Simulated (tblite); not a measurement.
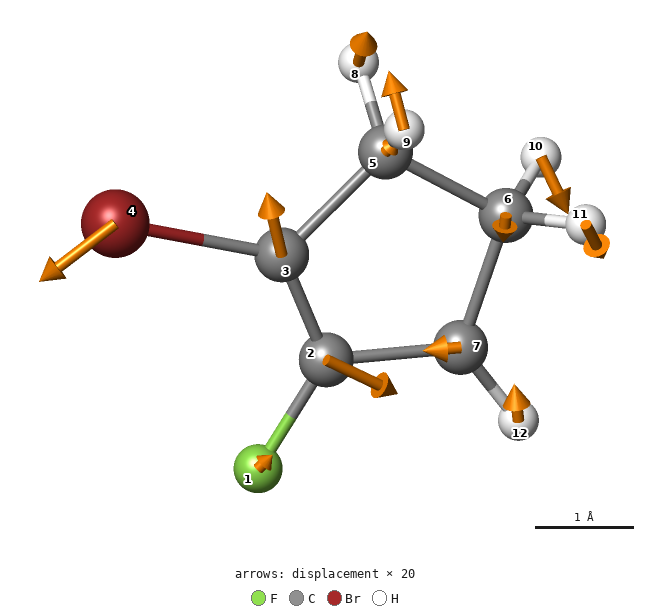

This is a relaxation of C5H5BrF (multiplicity 2). The starting structure is drawn; orange arrows show the displacements, 20 times their true length. The two geometries are superimposed by the best rigid fit.

The picture is a ball-and-stick view, seen at a tilt.

Computed with GFN2-xTB geometry optimisation, gas phase in tblite. 

**What did the optimiser do to the structure, and how much energy did it gain?**

The atom that moves furthest after the best rigid fit is Br4 (0.049 Å). Largest moves by element: Br 0.049 Å, C 0.047 Å, H 0.033 Å, F 0.011 Å. Among the contacts that change: C2–C3 1.311 → 1.388 Å, C2–C7 1.428 → 1.368 Å, C3–Br4 1.853 → 1.865 Å, F1–C2 1.348 → 1.338 Å. Among the angles between lasting bonds that change: Br4–C3–C5 119.8° → 123.2°, F1–C2–C7 121.4° → 124.4°, F1–C2–C3 126.6° → 123.8°. After 18 geometry steps the energy has fallen by 18.8 kJ/mol. Cost: 0.08 s on 1 thread of Arm Neoverse V2 (shared host).
